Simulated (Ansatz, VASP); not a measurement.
# AsP in two plane-wave programs, part 2 of 2

Aim: how closely do two programs agree when they are given the same cell, functional and k mesh? The cell is generated by rule, not measured, and may not be a known phase. The cell is taken from a series of VASP runs on this material, whose earlier steps may have relaxed, scaled or displaced it; both programs get it as it stands. Valence electrons are named where the data sets of a main pair hold unlike numbers.

VASP 6.6.1 and Ansatz 0.2.0.

So far: The structure; Ansatz: band structure, PBEsol, spin-orbit coupling; VASP: band structure, PBEsol, spin-orbit coupling.

## Step 3: VASP: band structure, PBEsol, spin-orbit coupling (continued)

Level of this step: PBEsol, spin-orbit coupling; plane waves and PAW (As, P); invented cell (VASP).

Numbers of over 12 decimals in the logs are rounded to 6 here.

OUTCAR, selected parts (step 3):

```text
ion  position               nearest neighbor table
   1  0.000  0.000  0.000-   2 2.29   2 2.29   2 2.29   2 2.29
   2  0.250  0.250  0.250-   1 2.29   1 2.29   1 2.29   1 2.29

  LATTYP: Found a face centered cubic cell.
 ALAT       =     5.2885200000

 Subroutine GETGRP returns: Found 24 space group operations
 (whereof 24 operations were pure point group operations)

The static configuration has the point symmetry T_d .

 Found     73 irreducible k-points:

   k-points           NKPTS =     73   k-points in BZ     NKDIM =     73   number of bands    NBANDS=     22

   dimension x,y,z NGX =    24 NGY =   24 NGZ =   24
   dimension x,y,z NGXF=    48 NGYF=   48 NGZF=   48

   ENCUT  =  400.0 eV  29.40 Ry    5.42 a.u.   6.10  6.10  6.10*2*pi/ulx,y,z

   NELECT =      10.0000    total number of electrons

 k-points in reciprocal lattice and weights: Automatic mesh
   0.00000000  0.00000000  0.00000000       0.001
   0.10000000  0.00000000  0.00000000       0.004
  -0.10000000  0.00000000  0.00000000       0.004
   0.20000000  0.00000000  0.00000000       0.004
  -0.20000000  0.00000000  0.00000000       0.004
   0.30000000  0.00000000  0.00000000       0.004
  -0.30000000  0.00000000  0.00000000       0.004
   0.40000000  0.00000000  0.00000000       0.004
  -0.40000000  0.00000000  0.00000000       0.004
[...]
-0.30000000  0.40000000  0.20000000       0.024
  -0.30000000  0.50000000  0.20000000       0.012

 average (electrostatic) potential at core
       1 -48.4293       2 -82.6057

 E-fermi :   7.0986

 k-point     1 :       0.0000    0.0000    0.0000
  band No.  band energies     occupation
    ...
      8       3.9952      1.00000
      9       4.4289      1.00000
     10       4.4289      1.00000
     11       7.0831      0.86345
     12       7.0831      0.86345
     13       7.2578      0.00000
     14       7.2578      0.00000
     15       7.2578      0.00000
     16       7.2578      0.00000
     17      12.7431      0.00000
    ...

 k-point     2 :       0.1000    0.0000    0.0000
  band No.  band energies     occupation
    ...
      6       3.6632      1.00000
      7       3.7990      1.00000
      8       3.7998      1.00000
      9       5.4719      1.00000
     10       5.4719      1.00000
     11       7.4111      0.00000
     12       7.4111      0.00000
     13       7.5429      0.00000
     14       7.5443      0.00000
     15       7.7312      0.00000
    ...

 k-point     3 :      -0.1000    0.0000    0.0000
  band No.  band energies     occupation
    ...
      6       3.6632      1.00000
      7       3.7990      1.00000
      8       3.7998      1.00000
      9       5.4719      1.00000
     10       5.4719      1.00000
     11       7.4111      0.00000
     12       7.4111      0.00000
     13       7.5429      0.00000
     14       7.5443      0.00000
     15       7.7312      0.00000
    ...

  Total        4.7688458      4.7688458      4.7688458      0.0000000      0.0000000     -0.0000000
  in kB      206.6243022    206.6243022    206.6243022      0.0000000      0.0000000     -0.0000000
  external PRESSURE =     206.6243022 kB  Pullay stress =       0.0000000 kB

  energy-cutoff  :      400.00
  volume of cell :       36.98
      direct lattice vectors                 reciprocal lattice vectors
     0.000000000  2.644260000  2.644260000    -0.189088819  0.189088819  0.189088819
     2.644260000  0.000000000  2.644260000     0.189088819 -0.189088819  0.189088819
     2.644260000  2.644260000  0.000000000     0.189088819  0.189088819 -0.189088819

 POSITION                                       TOTAL-FORCE (eV/Angst)
 -----------------------------------------------------------------------------------
      0.00000      0.00000      0.00000         0.000000      0.000000     -0.000000
      1.32213      1.32213      1.32213        -0.000000     -0.000000      0.000000
 -----------------------------------------------------------------------------------
    total drift:                               -0.000001     -0.000001     -0.000001

  FREE ENERGIE OF THE ION-ELECTRON SYSTEM (eV)
  ---------------------------------------------------
  free  energy   TOTEN  =        -9.2959939947 eV

  energy  without entropy=       -9.2956512953  energy(sigma->0) =       -9.29582264

 Spin-Orbit-Coupling matrix elements
 Ion:    1  E_soc:     -0.0238991
 Ion:    2  E_soc:     -0.0013003

 total charge
# of ion       s       p       d       tot
------------------------------------------
    1        1.313   1.430   0.120   2.862
    2        1.115   1.370   0.000   2.485
--------------------------------------------------
tot          2.428   2.800   0.120   5.347

 magnetization (x)
# of ion       s       p       d       tot
------------------------------------------
    1       -0.000   0.000   0.000  -0.000
    2       -0.000   0.000   0.000  -0.000
--------------------------------------------------
tot         -0.000   0.000   0.000  -0.000

 magnetization (y)
# of ion       s       p       d       tot
------------------------------------------
    1       -0.000   0.000   0.000  -0.000
    2        0.000   0.000   0.000   0.000
--------------------------------------------------
tot         -0.000   0.000   0.000  -0.000

 magnetization (z)
# of ion       s       p       d       tot
------------------------------------------
    1        0.000  -0.000   0.000  -0.000
    2        0.000  -0.000   0.000  -0.000
--------------------------------------------------
tot          0.000  -0.000   0.000  -0.000

[... 3 further parts left out ...]
```

The run ends at a pressure of 20.66 GPa.

## Step 4: Side by side

Known differences besides the potentials themselves: spin-orbit coupling enters by fully relativistic files in Ansatz and inside the spheres in VASP; the data sets hold 20 valence electrons in Ansatz (on its fully relativistic PAW (standard-fr) files) and 10 in VASP; the cutoff is 420 eV in Ansatz and 400 eV in VASP; Ansatz makes its cores anew for this functional, VASP keeps those of its PBE data sets. Total energies have different zeros and are not compared.

Both answers:

```csv
quantity,Ansatz,VASP,difference
pressure (GPa),19.98,20.66,-0.69
```

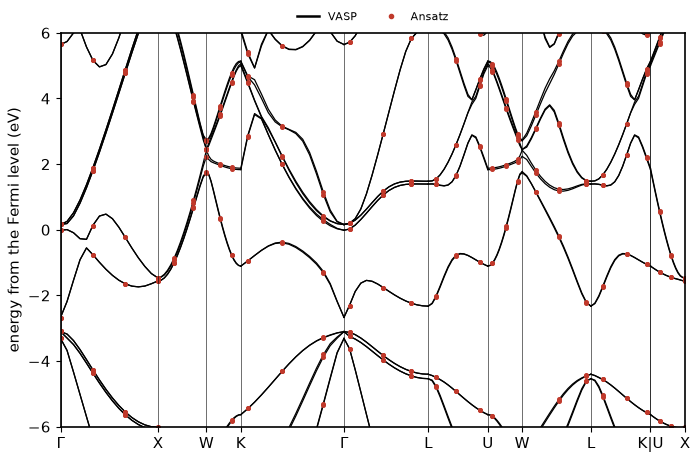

Bands from VASP (lines) and levels from Ansatz (dots). Dots without a line are higher empty bands that the VASP plot leaves out.

Levels from 3 eV below to 2 eV above the Fermi level differ by 5 meV r.m.s. and 22 meV at most; each VASP level is matched to the nearest of Ansatz, which flatters the figure a little.

## Step 5: Outcome

```
r.m.s. difference of levels near the Fermi level (band structure, PBEsol, spin-orbit coupling) : 5.2 meV
difference in pressure (band structure, PBEsol, spin-orbit coupling)                           : -0.69 GPa
```

What this shows: The difference in pressure is -0.69 GPa (band structure, PBEsol, spin-orbit coupling), within the 1 GPa picked in this series as the mark of a large difference. The data sets hold unlike numbers of valence electrons (20 in Ansatz and 10 in VASP), so part of the differences comes from the potentials. 2 further runs of this series are not shown here. Such differences can come from data sets, numerical settings and the points named under the comparisons, not from the functional's error against experiment.

[Lines on the potential files, build, host, timing and source positions are cut from VASP's logs without a mark.]

[Logs are printed without paths, hosts, clocks, repeated set-up lines and the standing remarks that a program may print on its own settings, such as how far it seeks lower states.]

[Hosts, paths, dates, database ids (printed as entryN), source tags and the programs' standing remarks are cut or masked in the printed files.]
